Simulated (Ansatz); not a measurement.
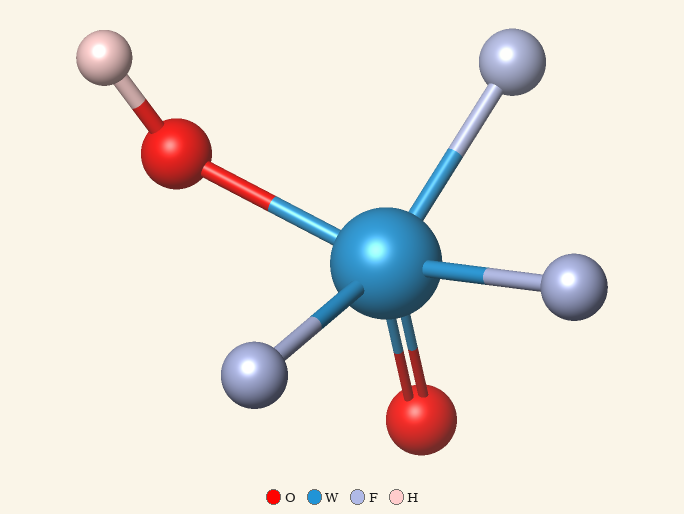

A ball-and-stick model of a molecule.

The species is neutral and a spin singlet. Computed geometry: PBE0-D4/def2-TZVP optimisation.

Description:

The molecule is F₃HO₂W. Its SMILES string is `[O]=[W]([OH])([F])([F])[F]`. The point group is Cs. Coordination: 1 W square pyramidal; 1 O bent.

The parts below concern this one geometry. Atoms keep their numbers from picture to picture.

Electronic properties

Level of theory: RKS r2SCAN0-D4/def2-TZVPP, core potentials on W (Ansatz 0.2.0).

Question: What is the HOMO energy (Kohn–Sham orbital)?

Answer: −10.93 eV.

Question: Give the dispersion correction at this level.

Answer: −4.1 kJ/mol.

Question: Estimate the LUMO energy (Kohn–Sham orbital).

Answer: −3.25 eV.

Dipole moment

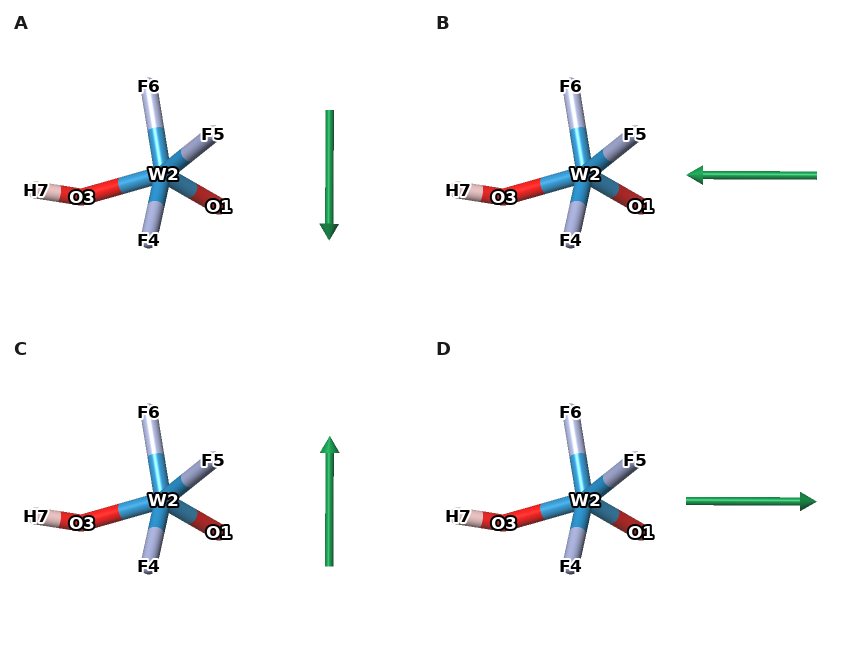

The same molecule four times, each with an arrow. Properties computed with RKS PBE0-D4/def2-TZVP, core potentials on W (Ansatz 0.2.0).

Question: Which arrow points along the dipole moment, from the negative to the positive end?

Answer: B. The dipole moment is 3.21 D; it points from the side of O1, F5 to the side of H7 (the outermost atoms at the two ends).

Charges

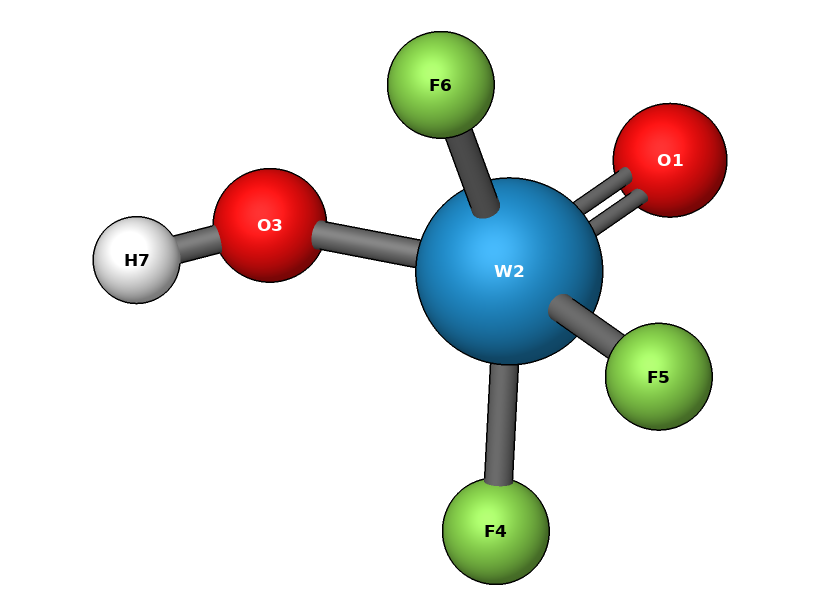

The questions are on Mulliken charges. Level of theory: RKS r2SCAN-D4/def2-TZVPP, core potentials on W (Ansatz 0.2.0).

Question: Which atom carries the highest charge (most positive or least negative)?

Answer: W2 (1.36 e).

Question: And the lowest?

Answer: O3 (−0.37 e).

Give the Mulliken charges atom by atom.

| atom | value (e) |
| --- | --- |
| O1 | −0.33 |
| W2 | 1.36 |
| O3 | −0.37 |
| F4 | −0.30 |
| F5 | −0.29 |
| F6 | −0.30 |
| H7 | 0.22 |

Mulliken values depend strongly on the basis set and can even reverse the polarity of a bond.
